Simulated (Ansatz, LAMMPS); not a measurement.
# Gap against volume in glassy ZnIn2Ga2O7 (180 atoms)

Density of this cell: 6.44 g/cm³. The cell holds 180 atoms: 30 Ga, 30 In, 105 O and 15 Zn. Cell: a = 12.634 Å, b = 12.959 Å, c = 12.921 Å, α = 91.0°, β = 90.7°, γ = 89.5°. The starting structure: 180 atoms (30 Fe, 30 Sc, 105 O, 15 Zn) placed at random at 4.03 g/cm³, melted at 4500 K for 20 ps at fixed volume with the Morse and Coulomb pair potential with partial charges (Pedone, Malavasi, Menziani, Cormack and Segre, J. Phys. Chem. B 110, 11780 (2006)). Quenched from 4500 K to 300 K at 20 K/ps and fixed volume, held 5 ps. Then Fe was replaced by Ga, Sc was replaced by In (the potential has no terms for the new elements, so the cell is a start for a DFT relaxation).

Calculated with Ansatz 0.2.0: Kohn-Sham DFT, LDA, PAW (set soft_2), plane waves; cutoff 420 eV, Γ point, fermi-dirac smearing of 0.05 eV. The relaxed cell was scaled evenly and the atoms were relaxed at each volume. The gap is that between the highest filled and the lowest empty Kohn-Sham level on the run's k-points.

| volume (Å³/atom) | gap (eV) |
| --- | --- |
| 10.574 | 1.067 |
| 11.044 | ? |
| 11.397 | 1.036 |
| 11.749 | 1.100 |
| 12.102 | 1.016 |
| 12.454 | 0.9358 |

Task: Fit a straight line in ln V to the rows given and interpolate to the withheld row.

**Working.**

A volume deformation potential makes the spacing linear in u = ln(V/V0), with V0 = 11.749 Å³ the relaxed volume; v is the spacing.

| u = ln(V/V0) | v (eV) |
| --- | --- |
| -0.105361 | 1.0674 |
| -0.0304588 | 1.0362 |
| 0 | 1.1004 |
| 0.0295588 | 1.0158 |
| 0.0582684 | 0.9358 |

With n = 5: mean u = -0.00959845, mean v = 1.03112, Σ(u − ū)² = 0.015837, Σ(u − ū)(v − v̄) = -0.0099842. Slope b = -0.0099842 / 0.015837 = -0.63044; intercept a = v̄ − b ū = 1.0251.

At the withheld volume u = -0.06187, and v = a + b u.

Prediction at 11.044: 1.064 eV. The run gave 1.074 eV, so the fit is low by 0.0099 eV (0.92 % of the value).

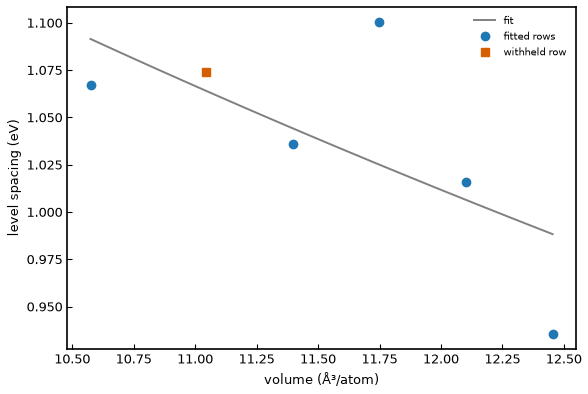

The fit, the rows that it rests on and the withheld row.

The rows follow a line only loosely (correlation 0.68 in size over all rows, under the 0.97 asked here), so the slope of -0.63 eV is a mean trend and no deformation potential. Among the rows given, the largest miss of the fit is at 11.749, by 0.075 eV (46 % of the range of the table).

Limits: The table spans 16 % in volume, wide for a linear law. Local or semilocal functionals tend to put gaps under measured ones. Only the Γ point is sampled. Atoms move by up to 1.2 Å in these relaxations, so the structure changes along the series. Defect or tail levels can set the spacing of a disordered cell.

[Hosts, paths, dates, database ids (printed as entryN), source tags and the programs' standing remarks are cut or masked in the printed files.]
